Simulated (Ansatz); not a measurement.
**FGe2H5S: shape, modes and thermochemistry**

The task is to find a stationary geometry of FGe2H5S, check the end point by its vibrations and derive ideal-gas thermochemistry, and look at its orbitals and charge.

The runs use Ansatz 0.2.0, Gaussian basis; RKS PBE0-D4/def2-TZVP.

Plan: relaxation at PBE-D4/def2-SVP; relaxation at PBE0-D4/def2-TZVP; harmonic vibrations at the same level; a single point in def2-TZVPP for the fields.

### Step 1. The starting structure

SMILES `[F][GeH2][S][GeH3]`, 9 atoms, charge 0, spin multiplicity 1.

Atoms are counted from 1 here; the program's logs count them from 0.

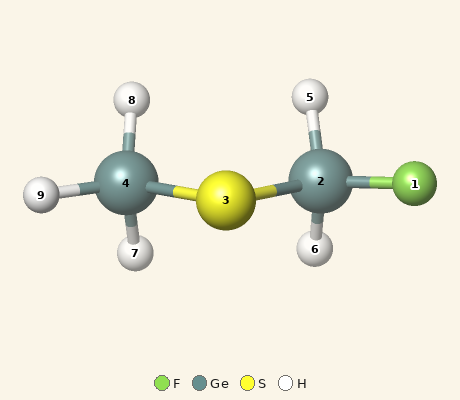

As it starts; fluorine green, germanium teal, sulfur yellow, hydrogen white; atoms are numbered from 1 in the order of the file.

Coordinates:

```xyz
9

F     0.0811    1.5474   -2.8329
Ge   -0.1105    1.0376   -1.1845
S     0.4818   -1.0868   -1.0712
Ge    0.2060   -1.1468    1.1259
H     0.8099    1.8944   -0.2930
H    -1.5783    1.1949   -0.7170
H    -1.3326   -0.8338    1.4088
H     1.0654   -0.0964    1.8386
H     0.4657   -2.5567    1.7081
```

The start is a force-field geometry with small random shifts, so a cheaper pass at PBE-D4/def2-SVP comes first.

### Step 2. Optimising with PBE-D4/def2-SVP (cheap first pass)

File in.yaml:

```yaml
crystal:
  periodic: [false, false, false]
  atoms:
    - {symbol: F, position_ang: [0.081100, 1.547400, -2.832900]}
    - {symbol: Ge, position_ang: [-0.110500, 1.037600, -1.184500]}
    - {symbol: S, position_ang: [0.481800, -1.086800, -1.071200]}
    - {symbol: Ge, position_ang: [0.206000, -1.146800, 1.125900]}
    - {symbol: H, position_ang: [0.809900, 1.894400, -0.293000]}
    - {symbol: H, position_ang: [-1.578300, 1.194900, -0.717000]}
    - {symbol: H, position_ang: [-1.332600, -0.833800, 1.408800]}
    - {symbol: H, position_ang: [1.065400, -0.096400, 1.838600]}
    - {symbol: H, position_ang: [0.465700, -2.556700, 1.708100]}
basis:
  gaussian: {orbitals: def2-SVP}
hamiltonian: {xc: pbe, dispersion: d4}
relax: {f_tol: 0.03, max_steps: 200}
```

On the command line:

```bash
ansatz run in.yaml --threads 4 --pin off --events-out ev --progress --plain --max-ram 10444MiB
```

What it wrote, cut to the lines that bear on the results:

```text
Functional definition: PBE
  name "PBE"
  cite "Perdew, Burke & Ernzerhof, Phys. Rev. Lett. 77, 3865 (1996) doi:10.1103/PhysRevLett.77.3865"
  parent pbe
[...]
1345 factors; their error is unknown
[...]
mean field -126627.38551007 eV, -4653.4705863703 hartree, gradient 3.9e-5 eV, S^2 0.000000; 0 other end points of the search recorded, 0 dependent functions left out
[...]
reference -126627.38554792 eV, -4653.4705877614 hartree; 47, 47 occupied and 74, 74 virtual orbitals, 1345 factors
relax step   1: F+E_penalty+E_count = -126627.61430149 eV  Δ(F+E_penalty+E_count) = +0.000e0 eV  max|allowed force component| = 1.124e0 eV/Å  Δτ_max = 0.0000 Å  (26 SCF iters, accepted)
[...]
relax step   4: F+E_penalty+E_count = -126627.72105764 eV  Δ(F+E_penalty+E_count) = -2.484e-3 eV  max|allowed force component| = 3.919e-2 eV/Å  Δτ_max = 0.0407 Å  (25 SCF iters, accepted)
[...]
relax step   5: F+E_penalty+E_count = -126627.72132289 eV  Δ(F+E_penalty+E_count) = -2.653e-4 eV  max|allowed force component| = 2.049e-2 eV/Å  Δτ_max = 0.0069 Å  (26 SCF iters, accepted)
1345 factors; their error is unknown
mean field -126627.49848785 eV, -4653.4747382273 hartree, gradient 3.4e-5 eV, S^2 0.000000; 1 other end points of the search recorded, 0 dependent functions left out
[...]
reference -126627.49852630 eV, -4653.4747396403 hartree; 47, 47 occupied and 74, 74 virtual orbitals, 1345 factors
Total energy: -126627.72136134 eV, -4653.4829286771 hartree
Atom 0 at     0.094232     1.484768    -2.902792 Å, force    -0.001261    -0.001392     0.010246 eV/Å
Atom 1 at    -0.118922     1.100477    -1.201294 Å, force     0.007748    -0.007383    -0.005417 eV/Å
Atom 2 at     0.477927    -1.046446    -0.998577 Å, force    -0.006980     0.012434     0.020495 eV/Å
Atom 3 at     0.155203    -1.195046     1.230462 Å, force     0.010270     0.013466    -0.017335 eV/Å
Atom 4 at     0.828311     2.037958    -0.404906 Å, force    -0.002201    -0.001463    -0.003538 eV/Å
Atom 5 at    -1.621434     1.317030    -0.877600 Å, force    -0.000245    -0.000419    -0.004089 eV/Å
Atom 6 at    -1.329412    -0.907660     1.578292 Å, force    -0.004788     0.004238     0.004719 eV/Å
Atom 7 at     1.070845    -0.186697     1.975995 Å, force    -0.008009    -0.007467    -0.005752 eV/Å
Atom 8 at     0.531751    -2.650582     1.583219 Å, force     0.005467    -0.012015     0.000673 eV/Å
Dipole moment:    -0.115538     0.018325     0.609663 e Å
```

Run time: 6.5 s. Hardware: 4 threads of Arm Neoverse V2, shared host.

The steps of the relaxation:

```
step  energy from step 1 (eV)  largest force component (eV/Å)
   1                   0.0000                          1.1244
   2                  -0.0865                          0.2744
   3                  -0.1043                          0.1490
   4                  -0.1068                          0.0392
   5                  -0.1070                          0.0205
```

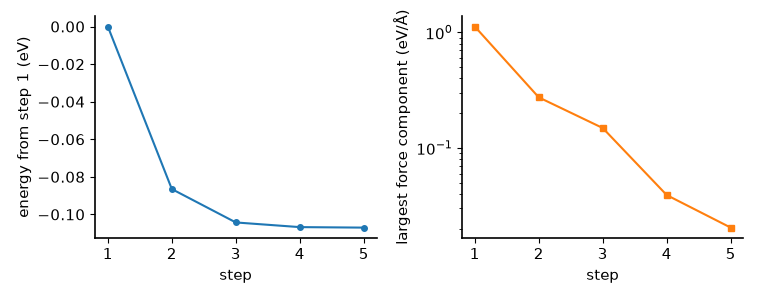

Energy and force, step by step.

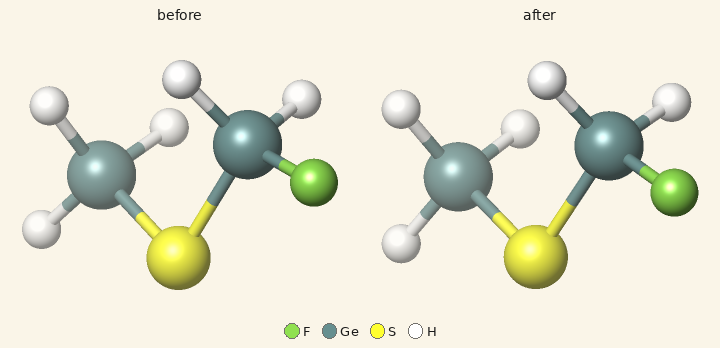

The geometry before (left) and after (right).

Close pairs (by a distance rule), those that changed most:

```
  bond  before (Å)  after (Å)  change (Å)
Ge4–H7       1.595      1.552      -0.044
S3–Ge4       2.215      2.257      +0.042
Ge2–S3       2.208      2.238      +0.029
F1–Ge2       1.736      1.757      +0.021
Ge4–H8       1.533      1.553      +0.020
Ge2–H5       1.541      1.553      +0.011
Ge2–H6       1.548      1.552      +0.004
Ge4–H9       1.547      1.544      -0.003
```

### Step 3. Geometry optimisation, PBE0-D4/def2-TZVP

File in.yaml:

```yaml
crystal:
  periodic: [false, false, false]
  atoms:
    - {symbol: F, position_ang: [0.094232, 1.484768, -2.902792]}
    - {symbol: Ge, position_ang: [-0.118922, 1.100477, -1.201294]}
    - {symbol: S, position_ang: [0.477927, -1.046446, -0.998577]}
    - {symbol: Ge, position_ang: [0.155203, -1.195046, 1.230462]}
    - {symbol: H, position_ang: [0.828311, 2.037958, -0.404906]}
    - {symbol: H, position_ang: [-1.621434, 1.317030, -0.877600]}
    - {symbol: H, position_ang: [-1.329412, -0.907660, 1.578292]}
    - {symbol: H, position_ang: [1.070845, -0.186697, 1.975995]}
    - {symbol: H, position_ang: [0.531751, -2.650582, 1.583219]}
basis:
  gaussian: {orbitals: def2-TZVP}
hamiltonian: {xc: pbe0, dispersion: d4}
relax: {f_tol: 0.005, max_steps: 150}
```

Same command.

What it wrote, cut to the lines that bear on the results:

```text
Functional definition: PBE0
  name "PBE0"
  cite "Adamo & Barone, J. Chem. Phys. 110, 6158 (1999) doi:10.1063/1.478522"
  cite "Perdew, Burke & Ernzerhof, Phys. Rev. Lett. 77, 3865 (1996) doi:10.1103/PhysRevLett.77.3865"
  parent pbe
[...]
1449 factors; their error is unknown
[...]
mean field -126653.08716628 eV, -4654.4151048149 hartree, gradient 2.7e-5 eV, S^2 0.000000; 0 other end points of the search recorded, 0 dependent functions left out
[...]
reference -126653.08719767 eV, -4654.4151059686 hartree; 47, 47 occupied and 147, 147 virtual orbitals, 1449 factors
relax step   1: F+E_penalty+E_count = -126653.27767154 eV  Δ(F+E_penalty+E_count) = +0.000e0 eV  max|allowed force component| = 6.009e-1 eV/Å  Δτ_max = 0.0000 Å  (26 SCF iters, accepted)
[...]
Total energy: -126653.39816742 eV, -4654.4265338962 hartree
Atom 0 at     1.000510     1.675974    -1.149448 Å, force     0.002634     0.000897     0.000358 eV/Å
Atom 1 at    -0.626168     1.047961    -1.140806 Å, force    -0.003969    -0.000989    -0.001923 eV/Å
Atom 2 at    -0.521916    -1.128097    -0.881472 Å, force     0.001174     0.001607     0.000410 eV/Å
Atom 3 at     0.533825    -1.168782     1.088157 Å, force    -0.000109    -0.000421     0.002423 eV/Å
Atom 4 at    -1.299941     1.747989     0.046568 Å, force     0.000873    -0.001302     0.000115 eV/Å
Atom 5 at    -1.234819     1.352905    -2.512705 Å, force    -0.000063     0.000326     0.000271 eV/Å
Atom 6 at     0.032334     0.008337     1.938509 Å, force     0.000363    -0.000303    -0.000655 eV/Å
Atom 7 at     2.047227    -1.071507     0.867720 Å, force    -0.000999    -0.000231    -0.000755 eV/Å
Atom 8 at     0.157449    -2.510976     1.726277 Å, force     0.000097     0.000416    -0.000245 eV/Å
Dipole moment:    -0.255797    -0.043153     0.227181 e Å
```

Wall time 2.7 min (4 threads of Arm Neoverse V2, shared host); peak memory 0.66 GiB.

The steps of the relaxation: (not every step is listed) (the energy doesn't fall at every step)

```
step  energy from step 1 (eV)  largest force component (eV/Å)
   1                   0.0000                          0.6009
   2                  -0.0294                          0.2861
   3                  -0.0308                          0.0953
   4                  -0.0319                          0.0391
   5                  -0.0320                          0.0085
   6                  -0.0321                          0.0009
   7                  -0.0302                          0.2773
   8                  -0.0325                          0.0710
   9                  -0.0326                          0.1491
  12                  -0.0335                          0.4397
  15                  -0.0410                          0.3913
  18                  -0.0517                          0.1732
  21                  -0.0631                          0.0881
  24                  -0.0773                          0.0748
  27                  -0.0875                          0.4928
  30                  -0.1068                          0.1738
  33                  -0.1127                          0.0417
  36                  -0.1151                          0.0490
  39                  -0.1171                          0.1477
  42                  -0.1191                          0.1081
  44                  -0.1201                          0.0396
  45                  -0.1203                          0.0032
  46                  -0.1204                          0.0100
  47                  -0.1204                          0.0177
  48                  -0.1205                          0.0104
  49                  -0.1205                          0.0040
```

The force was under the threshold of 0.005 eV/Å already at step 6, but the program went on to step 49.

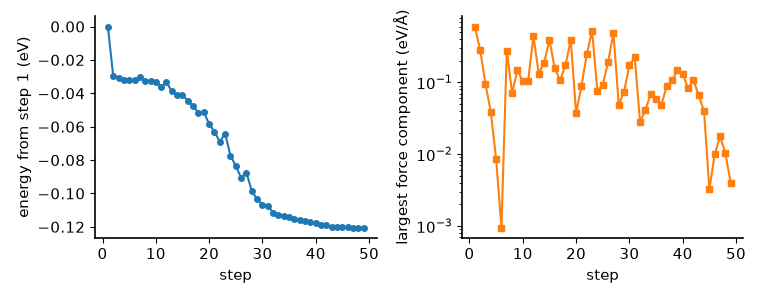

Energy and largest force along the relaxation.

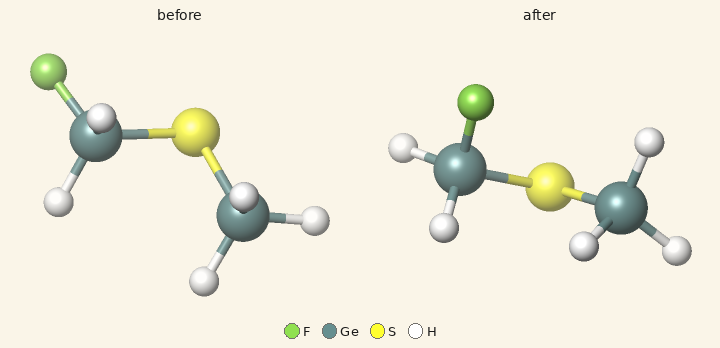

The geometry before (left) and after (right).

Close pairs (by a distance rule), those that changed most:

```
  bond  before (Å)  after (Å)  change (Å)
Ge2–S3       2.238      2.194      -0.044
S3–Ge4       2.257      2.235      -0.022
Ge2–H6       1.552      1.532      -0.021
Ge4–H8       1.553      1.532      -0.020
Ge2–H5       1.553      1.534      -0.018
Ge4–H7       1.552      1.536      -0.015
F1–Ge2       1.757      1.744      -0.014
Ge4–H9       1.544      1.533      -0.011
```

Mulliken charges of the relaxed molecule (report file):

```
atom  value (e)
  F1      -0.39
 Ge2       0.50
  S3      -0.39
 Ge4       0.14
  H5       0.02
  H6       0.03
  H7       0.03
  H8       0.03
  H9       0.03
```

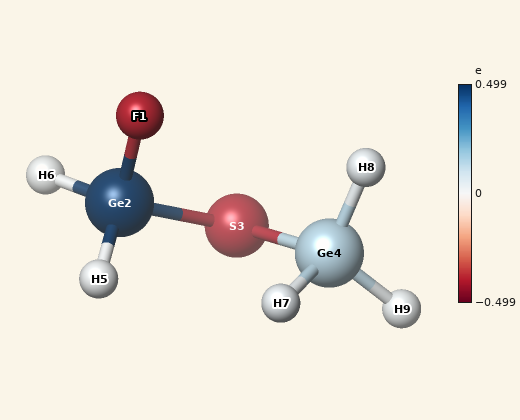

Mulliken charges of the relaxed molecule (report file), as colours on the atoms.

### Step 4. Harmonic vibrations

File in.yaml:

```yaml
crystal:
  periodic: [false, false, false]
  atoms:
    - {symbol: F, position_ang: [1.000510, 1.675974, -1.149448]}
    - {symbol: Ge, position_ang: [-0.626168, 1.047961, -1.140806]}
    - {symbol: S, position_ang: [-0.521916, -1.128097, -0.881472]}
    - {symbol: Ge, position_ang: [0.533825, -1.168782, 1.088157]}
    - {symbol: H, position_ang: [-1.299941, 1.747989, 0.046568]}
    - {symbol: H, position_ang: [-1.234819, 1.352905, -2.512705]}
    - {symbol: H, position_ang: [0.032334, 0.008337, 1.938509]}
    - {symbol: H, position_ang: [2.047227, -1.071507, 0.867720]}
    - {symbol: H, position_ang: [0.157449, -2.510976, 1.726277]}
basis:
  gaussian: {orbitals: def2-TZVP}
hamiltonian: {xc: pbe0, dispersion: d4}
phonons: {temperatures: {t_min: 298.15, t_max: 900, t_step: 200}}
```

The command is unchanged.

What it wrote, cut to the lines that bear on the results:

```text
Functional definition: PBE0
  name "PBE0"
  cite "Adamo & Barone, J. Chem. Phys. 110, 6158 (1999) doi:10.1063/1.478522"
  cite "Perdew, Burke & Ernzerhof, Phys. Rev. Lett. 77, 3865 (1996) doi:10.1103/PhysRevLett.77.3865"
  parent pbe
[...]
1449 factors; their error is unknown
[...]
mean field -126653.20254675 eV, -4654.4193449691 hartree, gradient 3.9e-5 eV, S^2 0.000000; 0 other end points of the search recorded, 0 dependent functions left out
[...]
reference -126653.20257807 eV, -4654.4193461200 hartree; 47, 47 occupied and 147, 147 virtual orbitals, 1449 factors
[...]
1449 factors; their error is unknown
mean field -126653.20249297 eV, -4654.4193429927 hartree, gradient 1.5e-6 eV, S^2 0.000000; 0 other end points of the search recorded, 0 dependent functions left out
[...]
Atom 1 at    -0.626168     1.047961    -1.140806 Å, force    -0.003891    -0.001139    -0.001755 eV/Å
Atom 2 at    -0.521916    -1.128097    -0.881472 Å, force     0.001057     0.001625     0.000383 eV/Å
Atom 3 at     0.533825    -1.168782     1.088157 Å, force    -0.000118    -0.000268     0.002314 eV/Å
Atom 4 at    -1.299941     1.747989     0.046568 Å, force     0.000865    -0.001219     0.000049 eV/Å
Atom 5 at    -1.234819     1.352905    -2.512705 Å, force    -0.000018     0.000310     0.000235 eV/Å
Atom 6 at     0.032334     0.008337     1.938509 Å, force     0.000371    -0.000385    -0.000561 eV/Å
Atom 7 at     2.047227    -1.071507     0.867720 Å, force    -0.000963    -0.000213    -0.000722 eV/Å
Atom 8 at     0.157449    -2.510976     1.726277 Å, force     0.000115     0.000396    -0.000280 eV/Å
Dipole moment:    -0.255793    -0.043154     0.227173 e Å
Vibrations: 32.44 70.88 99.29 195.17 386.42 426.61 519.97 569.93 586.94 657.49 685.91 784.92 832.14 853.03 866.47 877.42 2155.77 2170.52 2176.94 2181.10 2191.66 cm⁻¹, zero-point energy 1.197751 eV
```

Wall time 2.2 min (4 threads of Arm Neoverse V2, shared host); peak memory 0.67 GiB.

Motions are named by where the mode's potential energy lies. The modes, unscaled (a negative number is an imaginary wavenumber):

```
mode  cm⁻¹        motion
   1    32       torsion
   2    71       torsion
   3    99          bend
   4   195          bend
   5   386  Ge–S stretch
   6   427  Ge–S stretch
   7   520          bend
   8   570          bend
   9   587          bend
  10   657          bend
  11   686  Ge–F stretch
  12   785          bend
  13   832          bend
  14   853          bend
  15   866          bend
  16   877          bend
  17  2156  Ge–H stretch
  18  2171  Ge–H stretch
  19  2177  Ge–H stretch
  20  2181  Ge–H stretch
  21  2192  Ge–H stretch
```

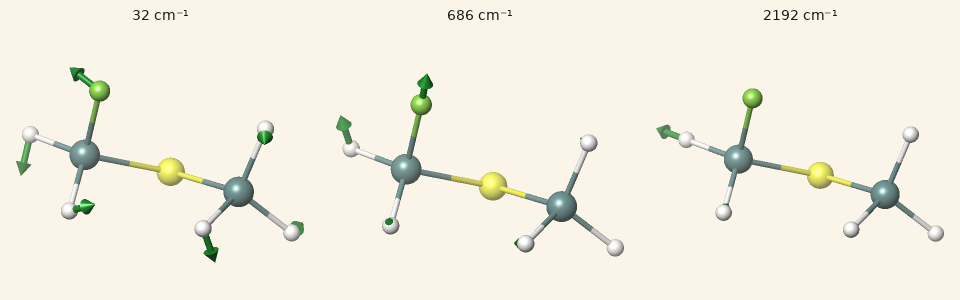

Displacements of 3 modes, as arrows.

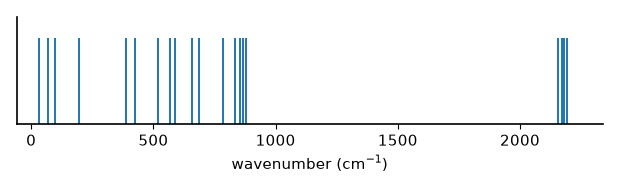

The harmonic wavenumbers as sticks (no intensities were computed).

From these modes and the moments of inertia (298.15 K, 1 bar, symmetry number 1):

```
                term            value
   zero-point energy    27.6 kcal/mol
          H(298) − E    33.0 kcal/mol
entropy, translation  175.0 J/(mol K)
   entropy, rotation  120.7 J/(mol K)
  entropy, vibration   85.7 J/(mol K)
      entropy, total  381.5 J/(mol K)
```

### Step 5. Fields at the relaxed geometry

Edit in.yaml of step 4 so:

```diff
@@ -13,4 +13,4 @@
 basis:
-  gaussian: {orbitals: def2-TZVP}
+  gaussian: {orbitals: def2-TZVPP}
 hamiltonian: {xc: pbe0, dispersion: d4}
-phonons: {temperatures: {t_min: 298.15, t_max: 900, t_step: 200}}
+output: {orbitals: {seedname: orbitals}}
```

The command is unchanged.

What it wrote:

```text
Functional definition: PBE0
  name "PBE0"
  cite "Adamo & Barone, J. Chem. Phys. 110, 6158 (1999) doi:10.1063/1.478522"
  cite "Perdew, Burke & Ernzerhof, Phys. Rev. Lett. 77, 3865 (1996) doi:10.1103/PhysRevLett.77.3865"
  parent pbe
  parameter a = 0.25
  parameter kappa = 0.804
  parameter beta = 0.06672455060314922
  exchange = (1 - a)*pbe_x(kappa = kappa, mu = beta*pi^2/3) + a*exact_x
  correlation = pbe_c(beta = beta)
1568 factors; their error is unknown
mean field evaluation 1: about -126650.4218 eV, gradient 4.2e1 eV
mean field evaluation 2: about -126646.5356 eV, gradient 6.9e1 eV
mean field evaluation 4: about -126652.6643 eV, gradient 2.5e0 eV
mean field evaluation 8: about -126652.6759 eV, gradient 2.4e-2 eV
mean field evaluation 16: about -126653.2341 eV, gradient 4.1e-5 eV
mean field -126653.23411205 eV, -4654.4205049723 hartree, gradient 4.1e-5 eV, S^2 0.000000; 0 other end points of the search recorded, 0 dependent functions left out
reference -126653.23414337 eV, -4654.4205061232 hartree; 47, 47 occupied and 192, 192 virtual orbitals, 1568 factors
Total energy: -126653.42974762 eV, -4654.4276944469 hartree
```

Run time: 3.6 s. Hardware: 4 threads of Arm Neoverse V2, shared host; peak memory 0.89 GiB.

Orbitals, density, ELF and potential are computed afterwards from the orbital file.

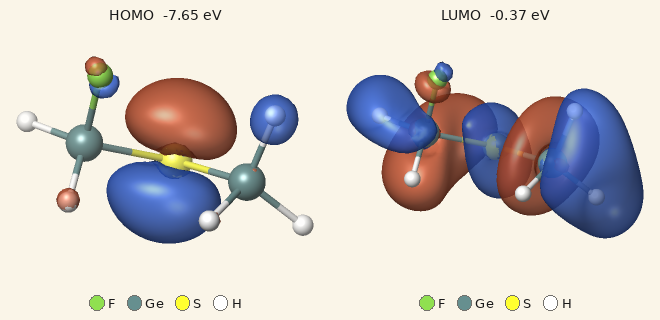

Frontier orbitals at PBE0-D4/def2-TZVPP; each surface holds 70 % of the orbital's density, blue and red mark the sign.

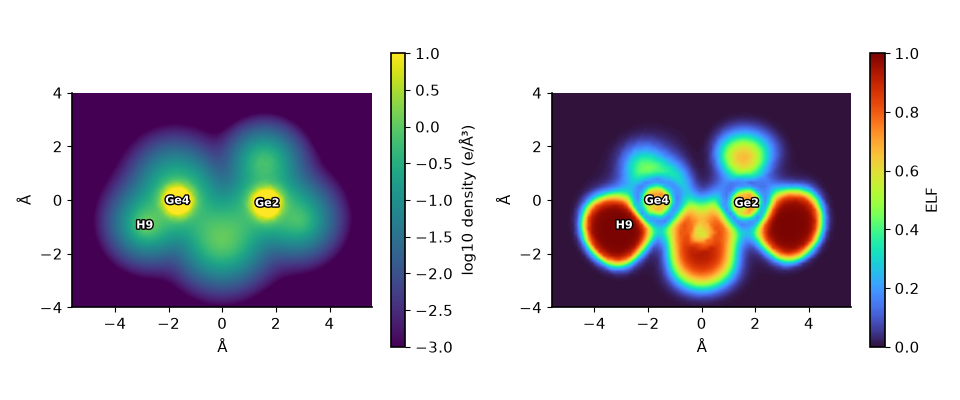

Density (left) and ELF (right) in a plane through or near 3 of the atoms.

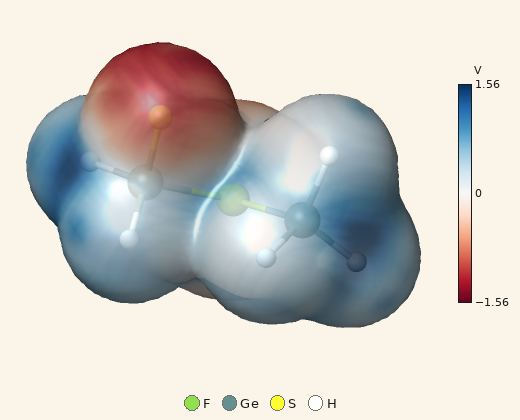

Electrostatic potential on the surface of density 0.002 e/bohr³; red is low, blue high. It runs from -1.20 V near F1 to 1.56 V near H5.

### Step 6. Summary of results

| quantity | value |
| --- | --- |
| point group | C1 |
| steps | 5 + 49 |
| shift from the start (rms) | 1.440 Å |
| total energy | -126653.3982 eV |
| dispersion term | -196 meV |
| dipole moment | 1.66 D |
| lowest, highest wavenumber | 32, 2192 cm⁻¹ |
| zero-point energy | 27.6 kcal/mol |
| entropy at 298.15 K | 381.5 J/(mol K) |
| HOMO, LUMO | -7.65, -0.37 eV |

In words: The relaxed geometry lies 1.44 Å (rms) from the start; the bond that changed most is Ge4–H7, from 1.595 to 1.536 Å. No mode is imaginary: a true minimum at this level. The stiffest mode, 2192 cm⁻¹, is a Ge–H stretch, and 4 modes under 200 cm⁻¹ make the vibrational entropy uncertain. Harmonic hybrid wavenumbers usually lie a few per cent above measured fundamentals. The largest Mulliken charge, +0.50 e, sits on Ge2. The HOMO lies mostly on S3 81 % and the LUMO on S3 24 %; Ge4 19 %.
